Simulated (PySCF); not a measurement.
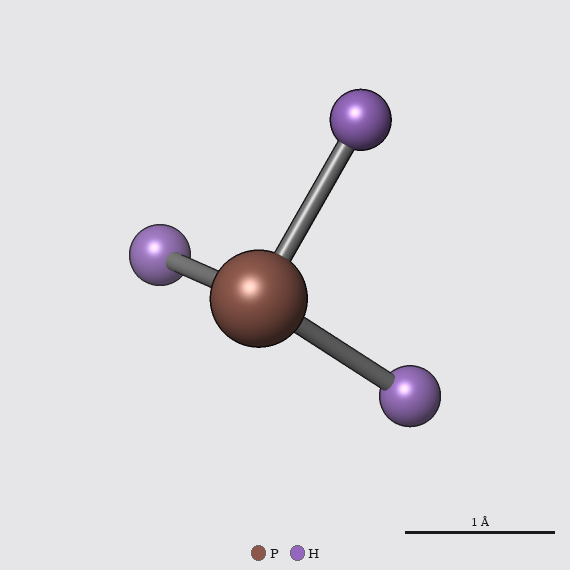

Computed geometry: GFN2-xTB optimisation. No frequency run is at hand to confirm it as a minimum.

Describe the molecule.

The molecule is PH₃. As SMILES it reads `P`. The point group is C3v. Coordination: 1 P trigonal pyramidal.

More results for the same structure follow; atom numbers are the same in all pictures, views and colours differ.

Geometry

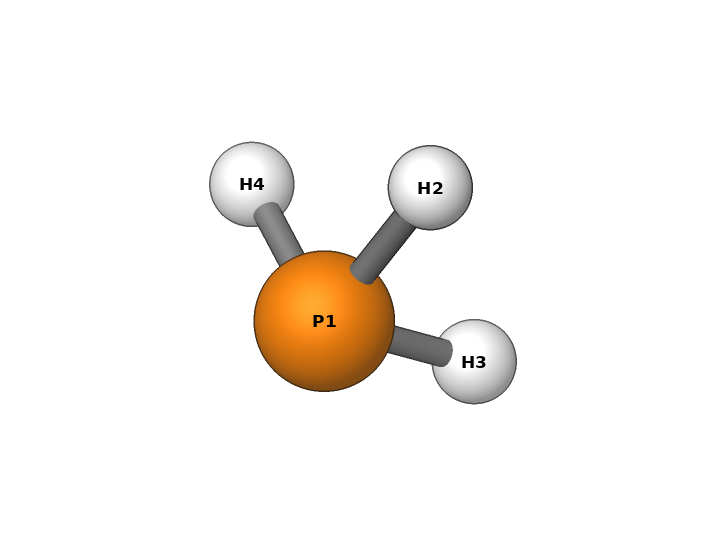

Numbered structure. No frequency run is at hand to confirm it as a minimum.

List the bonds and their lengths.

```tsv
bond	length (Å)	order
P1–H2	1.387	single
P1–H3	1.387	single
P1–H4	1.387	single
```

Dipole moment

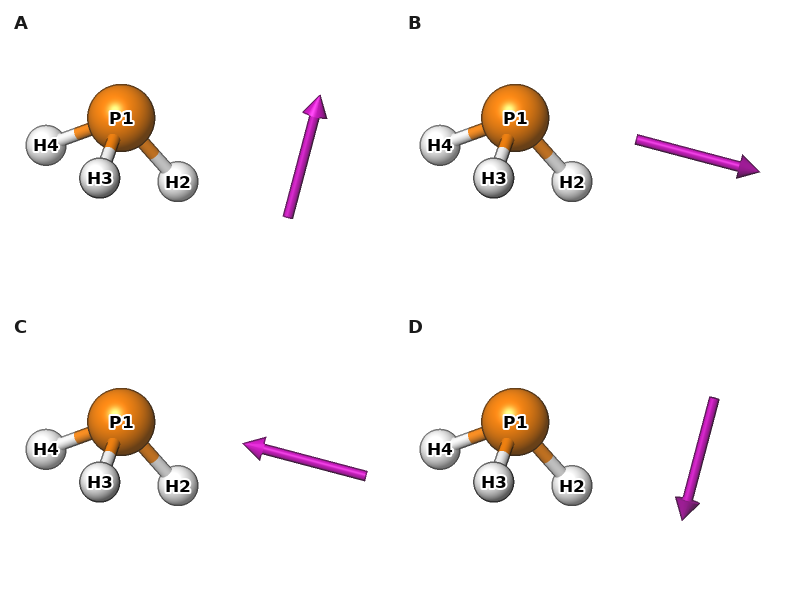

The same molecule four times, each with an arrow. No frequency run is at hand to confirm it as a minimum. Method: revPBE/aug-cc-pVDZ, gas phase (PySCF 2.14.0).

**Which arrow points along the dipole moment, from the negative to the positive end?**

D. The dipole moment is 0.70 D; it points from the side of P1 to the side of H2, H3, H4 (the outermost atoms at the two ends).

Levels of theory compared

No frequency run is at hand to confirm it as a minimum. Program: PySCF 2.14.0.

Tabulate HOMO energy (eV) at these levels: BLYP/ANO-RCC-VDZP; HF/IGLO-II; HF/cc-pVDZ; HSE06/MINI; KT2/def2-QZVP; KT3/Sadlej pVTZ; LC-wPBE/ANO-RCC-VDZP; LDA/IGLO-II; OLYP/6-31G*; OPBE/Sadlej pVTZ; OPBE/def2-TZVP; mPW1PW91/pcSseg-3.

```csv
level,HOMO energy (eV)
BLYP/ANO-RCC-VDZP,−6.53
HF/IGLO-II,−10.58
HF/cc-pVDZ,−10.57
HSE06/MINI,−8.79
KT2/def2-QZVP,−6.78
KT3/Sadlej pVTZ,−6.82
LC-wPBE/ANO-RCC-VDZP,−10.63
LDA/IGLO-II,−6.65
OLYP/6-31G*,−6.42
OPBE/Sadlej pVTZ,−6.74
OPBE/def2-TZVP,−6.70
mPW1PW91/pcSseg-3,−7.94
```

Charges

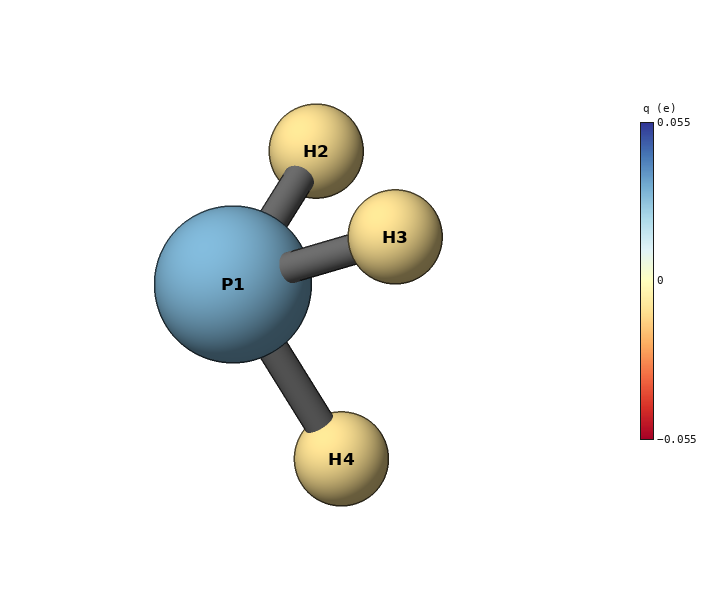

Atoms are coloured by their Hirshfeld charges. No frequency run is at hand to confirm it as a minimum. Method: PBE0/pcSseg-1, gas phase (PySCF 2.14.0).

List the Hirshfeld charges.

```json
{"atom": "P1", "value (e)": "0.03"}
{"atom": "H2", "value (e)": "−0.01"}
{"atom": "H3", "value (e)": "−0.01"}
{"atom": "H4", "value (e)": "−0.01"}
```

The geometry is semi-empirical. Around P such bond lengths and angles can be off by a tenth of an ångström or more and by several degrees, and values that hang on the shape move with them.
